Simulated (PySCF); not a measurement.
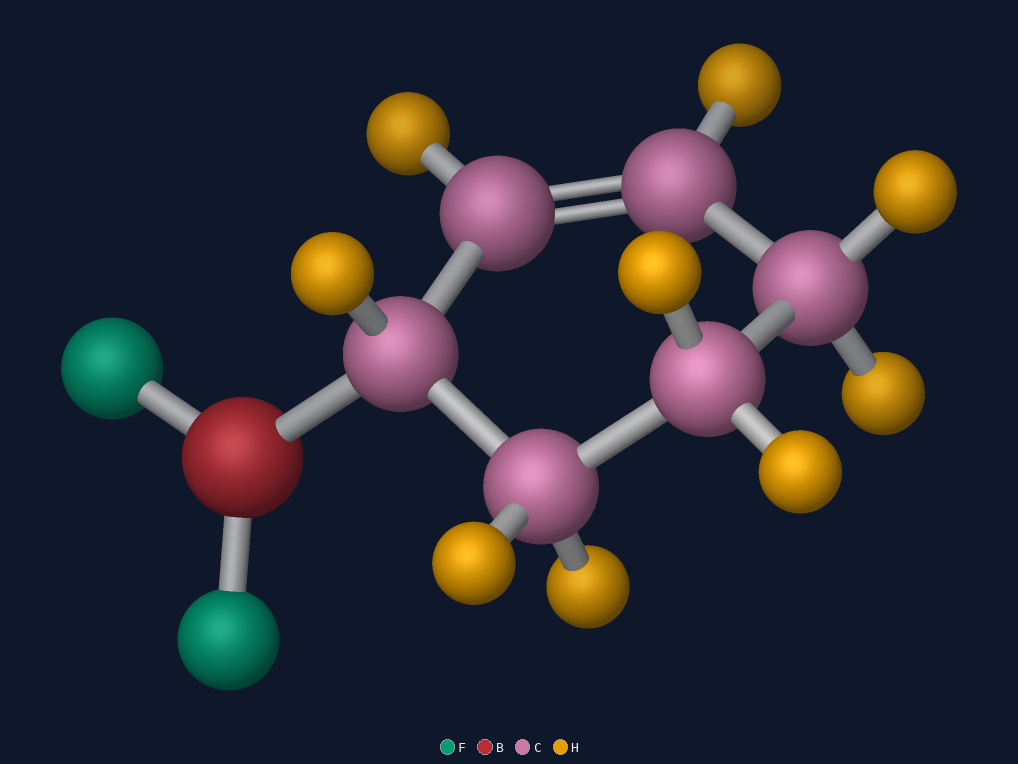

The picture shows a molecular structure as a ball-and-stick model. Multiple sticks mark multiple bonds (one Kekulé form).

Computed geometry: GFN2-xTB optimisation. No frequency run is at hand to confirm it as a minimum.

What is the molecular formula?

C₆H₉BF₂, 18 atoms: 6 carbon, 9 hydrogen, 1 boron and 2 fluorine.

Name some functional groups or characteristic bonds that it holds.

Among them: alkene.

Describe its rings.

Independent rings (smallest set): 1 of 6 members.

Give a SMILES string for it.

FB(F)[C@@H]1C=CCCC1

More results for the same structure follow; atom numbers are the same in all pictures, views and colours differ.

## Geometry

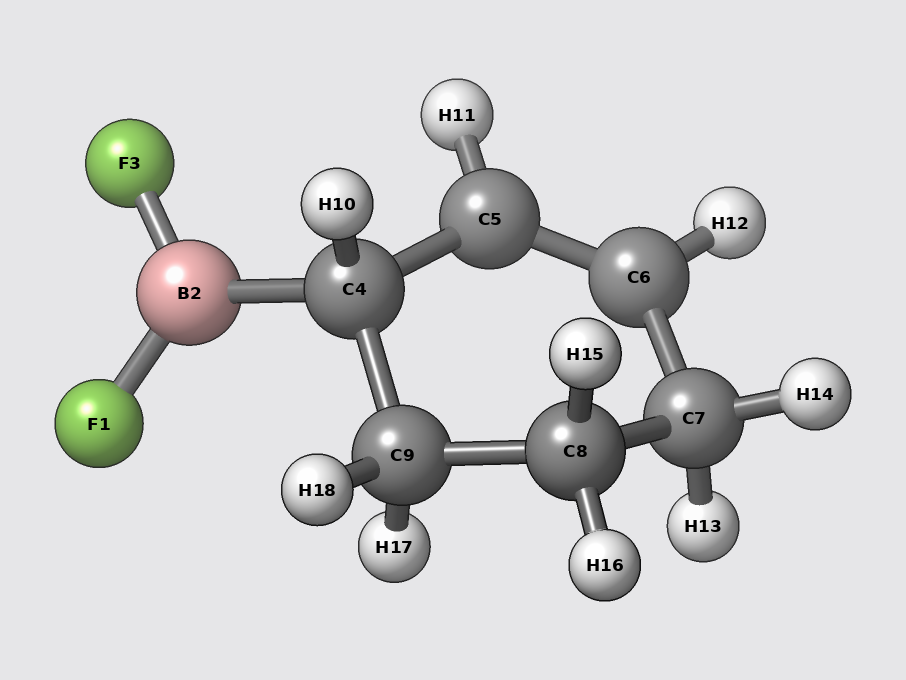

The atoms are numbered. No frequency run is at hand to confirm it as a minimum.

What is the geometry at C4?

C4 has 4 neighbours (B2 at 1.59, C5 at 1.51, C9 at 1.54, H10 at 1.10 Å); the arrangement is tetrahedral.

What is the geometry at C8?

C8 has 4 neighbours (C7 at 1.53, C9 at 1.52, H15 at 1.09, H16 at 1.09 Å); the arrangement is tetrahedral.

What is the geometry at C6?

C6 has 3 neighbours (C5 at 1.32, C7 at 1.50, H12 at 1.08 Å); the arrangement is trigonal planar.

How are the neighbours of atom 2 arranged?

B2 has 3 neighbours (F1 at 1.32, F3 at 1.32, C4 at 1.59 Å); the arrangement is trigonal planar.

What is the dihedral angle C5–C4–C9–C8?

44° in size, that is gauche.

## Excitation

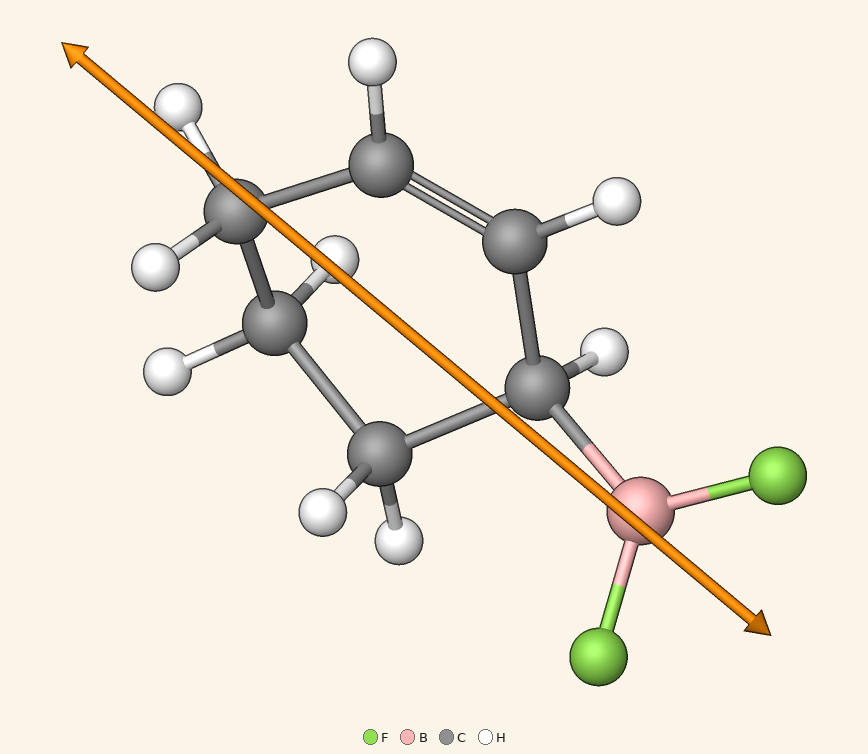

The double arrow shows the direction of the transition dipole to excited singlet state 1 (its length means nothing). No frequency run is at hand to confirm it as a minimum. Level of theory: TDDFT PBE0/def2-SVPD, vertical, gas phase, core orbitals frozen in the response (PySCF 2.14.0).

Where does the transition lie, and how strong is it?

5.98 eV (207 nm), oscillator strength 0.051, mainly HOMO → LUMO (weight 0.91); transition dipole 1.50 D.

## NMR shielding

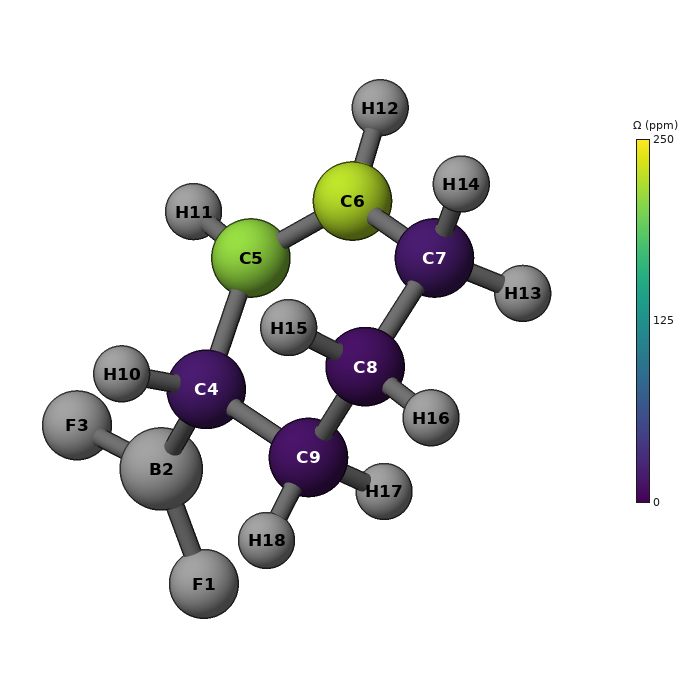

The C atoms are coloured by the span of their shielding tensor. No frequency run is at hand to confirm it as a minimum. Properties computed with GIAO PBE0/pcSseg-1 NMR shielding, non-relativistic, gas phase (PySCF 2.14.0). Principal shieldings σ11 ≤ σ22 ≤ σ33, span Ω = σ33 − σ11, skew κ = 3(σiso − σ22)/Ω.

Give the shielding tensors of the C atoms.

```tsv
atom	σ11	σ22	σ33	σiso	Ω	κ
C4	151.2	155.5	169.1	158.6	18.0	0.51
C5	−53.5	65.1	156.4	56.0	210.0	−0.13
C6	−62.8	53.9	160.4	50.5	223.2	−0.05
C7	147.1	161.1	166.1	158.1	19.0	−0.47
C8	154.5	162.1	166.9	161.2	12.5	−0.23
C9	153.6	160.3	166.5	160.1	12.9	−0.05
```

Shieldings and span in ppm.

## Quadrupole coupling

No frequency run is at hand to confirm it as a minimum. Electric field gradients from the ground-state density, PBE0/pcSseg-1 (PySCF 2.14.0), non-relativistic apart from any core potentials.

Give the largest field-gradient component, the quadrupole coupling constant and the asymmetry for 11B at B2 (Q = 40.59 mb), 2H at H10 (Q = 2.86 mb), 2H at H11 (Q = 2.86 mb), 2H at H12 (Q = 2.86 mb), 2H at H13 (Q = 2.86 mb).

```csv
atom,V_zz (a.u.),e²qQ/h (MHz),η
B2,0.383,3.65,0.66
H10,0.292,0.196,0.02
H11,0.326,0.219,0.07
H12,0.327,0.220,0.06
H13,0.300,0.202,0.02
```

## Polarisability

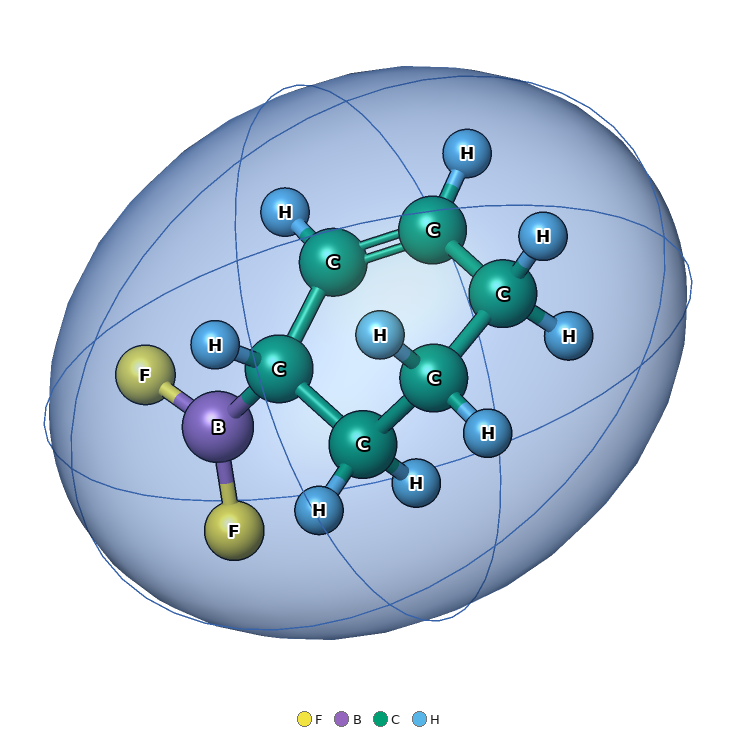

The ellipsoid shows the static dipole polarisability: its half-axes are proportional to the principal values. No frequency run is at hand to confirm it as a minimum. Computed with PBE0/def2-SVPD (PySCF 2.14.0).

Give the principal values, the mean and the anisotropy.

Principal values 64.7, 78.2, 95.1 bohr³; mean 79.4 bohr³ (11.76 Å³); anisotropy 26.4 bohr³, so the longest axis is 1.47 times the shortest.

The geometry is semi-empirical. Around B such bond lengths and angles can be off by a tenth of an ångström or more and by several degrees, and values that hang on the shape move with them.
